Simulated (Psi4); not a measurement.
# SiH3S (SMILES [SiH2]S) at 5 levels

We compute a comparison of 5 runs (UHF/STO-3G, UHF/3-21G, UB3LYP/6-31G*, UPBE0/def2-SVP, UBP86/aug-cc-pVDZ) of SiH3S. 

Program for the calculation: Psi4 1.11.

2 further runs of the same task are left out: 2 set aside as unsound or not needed.

**1. The structure to begin with**

SiH3S has 5 atoms, charge 0, and is taken as a doublet. SMILES: `[SiH2]S`. Geometry: relaxed at PBE0-D4/def2-TZVP. This is one conformer, not always the lowest.

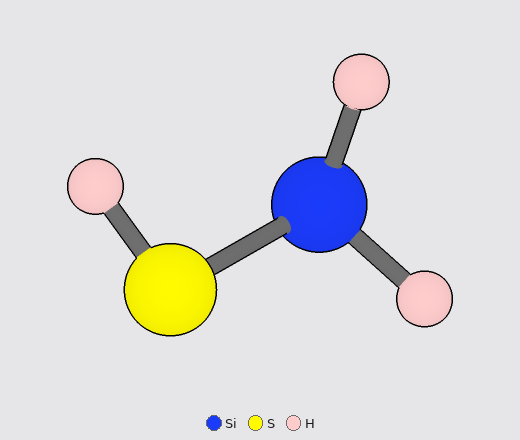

The structure, seen from a chosen angle (silicon blue, sulfur yellow, hydrogen pink).

**2. Energy and gradient at UHF/STO-3G (run 1)**

Input file job.json:

```json
{
  "schema_name": "qcschema_input",
  "schema_version": 1,
  "molecule": {
    "schema_name": "qcschema_molecule",
    "schema_version": 2,
    "symbols": ["Si", "S", "H", "H", "H"],
    "geometry": [-0.18198063, -1.31146993, -0.58449229, 0.5160842, 2.65695493, -0.55652434, -0.17857912, -2.37500779, 2.02767613, -2.72177254, -1.59341707, -1.75725632, 2.66035644, 2.48366705, 0.79236216],
    "molecular_charge": 0,
    "molecular_multiplicity": 2,
    "fix_symmetry": "c1",
    "fix_com": true,
    "fix_orientation": true
  },
  "driver": "gradient",
  "model": {
    "method": "hf",
    "basis": "STO-3G"
  },
  "keywords": {
    "reference": "uhf",
    "puream": true,
    "e_convergence": 1e-09,
    "d_convergence": 1e-08,
    "scf_type": "pk",
    "maxiter": 200,
    "scf_properties": ["MULLIKEN_CHARGES", "QUADRUPOLE", "MAYER_INDICES"]
  }
}
```

On the command line:

```
$ psi4 --qcschema job.json -n 1 --memory 1600MB
```

stdout:

```text
[...]
  Running in c1 symmetry.
[...]
  Nuclear repulsion =   80.927895481947289
[...]
  Multiplicity = 2
[...]
  Nalpha       = 17
  Nbeta        = 16
[...]
    Number of basis functions: 21
[...]
   @UHF iter   1:  -680.44920786269449   -1.58531e+00   7.77637e-03 DIIS/ADIIS
[...]
   @UHF iter  13:  -680.47927213534103   -7.95808e-13   9.08355e-09 DIIS
[...]
   @S^2 Observed:                7.526166380E-01
[...]
  @UHF Final Energy:  -680.47927213534103
   => Energetics <=
    Nuclear Repulsion Energy =             80.9278954819472887
    One-Electron Energy =               -1109.2671698138910870
    Two-Electron Energy =                 347.8600021966028635
    Total Energy =                       -680.4792721353410343
  UHF NO Occupations:
  HONO-2 :   15  A 1.9997667
  HONO-1 :   16  A 1.9989803
[...]
  Mulliken Charges: (a.u.)
   Center  Symbol    Alpha    Beta     Spin     Total
       1    SI     7.23069  6.31602  0.91467  0.45329
       2     S     8.07645  8.01044  0.06600 -0.08689
       3     H     0.59111  0.56687  0.02423 -0.15798
       4     H     0.57837  0.58021 -0.00184 -0.15858
       5     H     0.52339  0.52646 -0.00307 -0.04984
   Total alpha = 17.00000, Total beta = 16.00000, Total charge =  0.00000
  Mayer Bond Indices:
  Total Bond Index:
[...]
  -Total Gradient:
     Atom            X                  Y                   Z
    ------   -----------------  -----------------  -----------------
       1        0.022155403761     0.004019020186    -0.008284965367
       2       -0.008776574655     0.012554603929    -0.008780933126
       3        0.003768632790    -0.013393999102     0.027803383428
       4       -0.026042429134    -0.000479764740    -0.016525468600
       5        0.008894967243    -0.002699860271     0.005787983665
[...]
```

The result, in JSON:

```text
{
 "driver": "gradient",
 "model": {
  "method": "hf",
  "basis": "STO-3G"
 },
 "success": true,
 "return_result": [0.022155403760705794, 0.00401902018583325, -0.00828496536668634, -0.008776574654565328, 0.012554603928907254, -0.008780933125867862, 0.003768632790113943, -0.013393999102305848, 0.027803383427822015, -0.026042429134232242, -0.00047976473992077107, -0.016525468600154067, 0.008894967242903562, -0.002699860271107215, 0.005787983665103413],
 "properties": {
  "calcinfo_nbasis": 21,
  "calcinfo_nmo": 21,
  "calcinfo_nalpha": 17,
  "calcinfo_nbeta": 16,
  "calcinfo_natom": 5,
  "nuclear_repulsion_energy": 80.92789548194729,
  "return_energy": -680.479272135341,
  "return_gradient": [0.022155403760705794, 0.00401902018583325, -0.00828496536668634, -0.008776574654565328, 0.012554603928907254, -0.008780933125867862, 0.003768632790113943, -0.013393999102305848, 0.027803383427822015, -0.026042429134232242, -0.00047976473992077107, -0.016525468600154067, 0.008894967242903562, -0.002699860271107215, 0.005787983665103413],
  "scf_one_electron_energy": -1109.267169813891,
  "scf_two_electron_energy": 347.86000219660286,
  "scf_dipole_moment": [0.3372273664453074, -0.5275897644039986, 0.021320294747408042],
  "scf_total_energy": -680.479272135341,
  "scf_total_gradient": [0.022155403760705794, 0.00401902018583325, -0.00828496536668634, -0.008776574654565328, 0.012554603928907254, -0.008780933125867862, 0.003768632790113943, -0.013393999102305848, 0.027803383427822015, -0.026042429134232242, -0.00047976473992077107, -0.016525468600154067, 0.008894967242903562, -0.002699860271107215, 0.005787983665103413],
  "scf_iterations": 13
 }
}
```

It took 1.8 s on 1 thread of AMD EPYC 7R43 (Zen 3), shared host; peak memory 0.18 GiB.

**3. Energy and forces at UHF/3-21G (run 2)**

Input file job.dat:

```
memory 1600 mb

molecule geom {
  0 2
  Si    -0.096300    -0.694000    -0.309300
  S      0.273100     1.406000    -0.294500
  H     -0.094500    -1.256800     1.073000
  H     -1.440300    -0.843200    -0.929900
  H      1.407800     1.314300     0.419300
  units angstrom
  symmetry c1
  no_reorient
  no_com
}

set {
  reference     uhf
  puream        true
  e_convergence 1e-09
  d_convergence 1e-08
  scf_type      pk
  maxiter       200
}

e, wfn = gradient('hf/3-21G', return_wfn=True)
oeprop(wfn, 'MAYER_INDICES', 'LOWDIN_CHARGES', 'MULLIKEN_CHARGES', title='HF')
```

On the command line:

```
$ psi4 -n 1 job.dat job.out
```

job.out:

```text
[...]
  Running in c1 symmetry.
[...]
  Nuclear repulsion =   80.927895414172028
[...]
  Multiplicity = 2
[...]
  Nalpha       = 17
  Nbeta        = 16
[...]
    Number of basis functions: 32
[...]
   @UHF iter   1:  -684.63544972526404   -4.03163e-01   5.39391e-03 DIIS/ADIIS
[...]
   @UHF iter  14:  -684.66613726193316   -6.82121e-13   5.57282e-09 DIIS
[...]
   @S^2 Observed:                7.536370224E-01
[...]
  @UHF Final Energy:  -684.66613726193316
   => Energetics <=
    Nuclear Repulsion Energy =             80.9278954141720277
    One-Electron Energy =               -1109.2541677614817672
    Two-Electron Energy =                 343.6601350853765098
    Total Energy =                       -684.6661372619331587
  UHF NO Occupations:
  HONO-2 :   15  A 1.9995292
  HONO-1 :   16  A 1.9990687
[...]
  -Total Gradient:
     Atom            X                  Y                   Z
    ------   -----------------  -----------------  -----------------
       1        0.015587615198     0.035369244348     0.001591764402
       2       -0.008087172038    -0.029079385224    -0.001491916930
       3       -0.000627978056    -0.000049879023     0.001802643643
       4       -0.001908735100     0.002171952055     0.000003633710
       5       -0.004963730006    -0.008411932163    -0.001906124827
[...]
```

Run time: 1.7 s. Hardware: 1 thread of AMD EPYC 7R43 (Zen 3), shared host; peak memory 0.18 GiB.

Runs 3 to 4 aren't shown in full; the table further down has their settings and results.

**4. Energy and forces at UBP86/aug-cc-pVDZ (run 5)**

Input file calc.py:

```python
import psi4

psi4.set_memory(1600000000)
psi4.set_num_threads(1)
psi4.set_output_file('output.dat', False)

m = psi4.geometry("""
0 2
Si
S 1 2.132293
H 1 1.492481 2 111.39169
H 1 1.487865 3 110.46229 2 -116.23684
H 2 1.343675 1 94.74795 4 173.28682
units angstrom
symmetry c1
""")

options = {'basis': 'aug-cc-pVDZ', 'reference': 'uks', 'puream': True, 'e_convergence': 1e-09, 'd_convergence': 1e-08, 'scf_type': 'pk', 'dft_radial_points': 99, 'dft_spherical_points': 590, 'maxiter': 200}
psi4.set_options(options)

e, wfn = psi4.gradient("BP86", return_wfn=True)
psi4.oeprop(wfn, "LOWDIN_CHARGES", "WIBERG_LOWDIN_INDICES", "DIPOLE", title="BP86")
print('gradient / Eh bohr^-1')
print(e.np.round(6))
print(f'energy = {wfn.energy():.10f} Eh')
```

On the command line:

```
$ python calc.py
```

output.dat:

```text
[...]
  Running in c1 symmetry.
[...]
  Nuclear repulsion =   80.927909859448505
[...]
  Multiplicity = 2
[...]
  Nalpha       = 17
  Nbeta        = 16
[...]
    Number of basis functions: 81
[...]
   @UKS iter   1:  -689.43711580625609   -1.58267e-01   4.34461e-03 DIIS/ADIIS
[...]
   @UKS iter  12:  -689.53106929708656   -3.41061e-12   8.32832e-09 DIIS
[...]
   @S^2 Observed:                7.520752903E-01
[...]
  @UKS Final Energy:  -689.53106929708656
   => Energetics <=
    Nuclear Repulsion Energy =             80.9279098594485049
    One-Electron Energy =               -1113.6880080075159185
    Two-Electron Energy =                 390.9602523943983670
    DFT Exchange-Correlation Energy =     -47.7312235434175776
    Empirical Dispersion Energy =           0.0000000000000000
    VV10 Nonlocal Energy =                  0.0000000000000000
    Total Energy =                       -689.5310692970865603
[...]
  -Total Gradient:
     Atom            X                  Y                   Z
    ------   -----------------  -----------------  -----------------
       1        0.006337976661     0.004060955419     0.010405436425
       2       -0.009764284766     0.007200967889    -0.012698915141
       3       -0.000054070146    -0.007001820346     0.002463019324
       4       -0.006372303565     0.003282997497     0.001534902510
       5        0.009853827033    -0.007544425366    -0.001707341059
[...]
```

The script printed:

```text
gradient / Eh bohr^-1
[[ 6.3380e-03  4.0610e-03  1.0405e-02]
 [-9.7640e-03  7.2010e-03 -1.2699e-02]
 [-5.4000e-05 -7.0020e-03  2.4630e-03]
 [-6.3720e-03  3.2830e-03  1.5350e-03]
 [ 9.8540e-03 -7.5440e-03 -1.7070e-03]]
energy = -689.5310692971 Eh
```

It took 29 s on 1 thread of AMD EPYC 7R43 (Zen 3), shared host; peak memory 1 GiB.

**5. The series**

```tsv
run	level	integration grid	task	energy (Eh)	dipole moment (D)	HOMO energy (eV)	LUMO energy (eV)	wall time
1	UHF/STO-3G	–	gradient	-680.479272	1.59	-5.80	5.83	1.8 s
2	UHF/3-21G	–	gradient	-684.666137	2.29	-8.92	0.66	1.7 s
3	UB3LYP/6-31G* (spherical functions)	99 radial × 590 angular	gradient	-689.452500	1.15	-5.72	-2.92	12 s
4	UPBE0/def2-SVP	99 radial × 590 angular	energy	-688.976300	1.06	-5.97	-2.51	11 s
5	UBP86/aug-cc-pVDZ	99 radial × 590 angular	gradient	-689.531069	0.81	-5.03	-3.64	29 s
```

**6. Summary of results**

| quantity | value |
| --- | --- |
| run 5: total energy | -689.53107 Eh |
| run 5: dipole moment | 0.81 D |
| run 5: HOMO energy (highest over α and β) | -5.03 eV |
| run 5: LUMO energy (lowest over α and β) | -3.64 eV |
| run 5: ⟨S²⟩ | 0.752 |
| run 5: largest force on an atom | 0.903 eV/Å |

What this shows: The dipole moment (its size) runs from 0.81 D (UBP86/aug-cc-pVDZ) to 2.29 D (UHF/3-21G). The two ends differ in method and basis. Totals of different functionals can't be ranked against each other. In run 1 the basis is minimal, so the values are rough. All runs together took 55 s, the longest 29 s.
